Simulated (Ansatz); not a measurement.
## Loss of H2: C2H3Cl2In → C2HCl2In + H2

Species: C2H3Cl2In `C=[CH][In]([Cl])[Cl]`, singlet; C2HCl2In `C#[C][In]([Cl])[Cl]`, singlet; H2 (hydrogen), singlet. 

Shapes, held fixed at every level: PBE0-D4/def2-TZVP. Programs: Ansatz 0.2.0. Electronic energies: no zero-point or thermal term.

| level | kind | ΔE (kJ/mol) | less CCSD(T)/def2-TZVPP | CPU time (sum over the molecules) |
| --- | --- | --- | --- | --- |
| PBE-D4/def2-TZVPP | GGA | +202.4 | +24.3 | 16 s |
| B3LYP-D4/def2-TZVPP | global hybrid | +190.9 | +12.8 | 35 s |
| PBE0-D4/def2-TZVPP | global hybrid | +209.7 | +31.6 | 22 s |
| r2SCAN0-D4/def2-TZVPP | global hybrid | +205.5 | +27.4 | 38 s |
| MP2/def2-TZVPP | perturbation theory | +171.7 | -6.4 | – |
| CCSD(T)/def2-SVP | coupled cluster or CI | +185.2 | +7.1 | 34 s |
| CCSD(T)/def2-TZVPP | coupled cluster or CI | +178.1 | 0.0 | 6.5 min |

The highest level, CCSD(T)/def2-TZVPP, gives ΔE = +178.1 kJ/mol; the levels span +171.7 to +209.7. The column of differences is taken from that level and isn't an error. No measured value is set beside it here. For atoms past krypton def2 sets carry core potentials with scalar relativity. Outer-core shells of In are correlated in most correlated rows, in sets that cover them unevenly. Times are processor times on shared x86 and Arm servers, and rough.

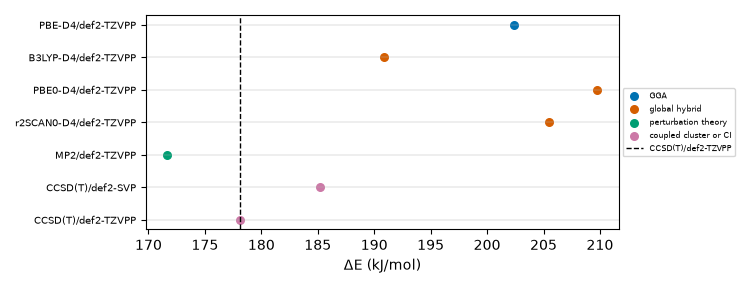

The values of the table, level by level.
